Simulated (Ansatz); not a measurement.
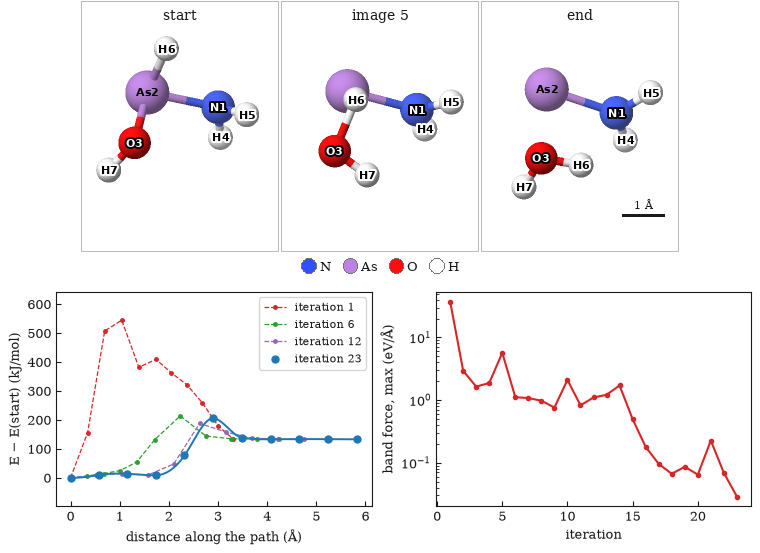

A nudged-elastic-band calculation for AsNH4O. Images are numbered from 0 (start) to 10 (end). The plot follows the band through its iterations. Style: ball-and-stick. Shown at a tilt.

Level of theory: Ansatz 0.2.0, RKS PBE0-D4/def2-SVP. Run with 9 movable images; climbing image; force threshold 0.03 eV/Å; iteration limit 60; starting path through a guess of the saddle point.

### How did the profile develop, and is the result final?

The run is converged, with reservations. The band converged in 23 iterations. The largest component of the band force went from 37 to 0.029 eV/Å. The climbing image converged on the top of the path. Its vibrational analysis gives one imaginary mode (1389i cm⁻¹), as a transition state must have. The first iteration put the highest image at 545.2 kJ/mol. The energy climbs by 205.7 kJ/mol to image 5 and then falls by 72.3 kJ/mol, so the end point sits at +133.4 kJ/mol.

The run took 4.3 min on 1 thread of AMD EPYC 9R45 96-Core Processor (Zen 5), with other jobs on the host, peak memory 0.26 GiB.
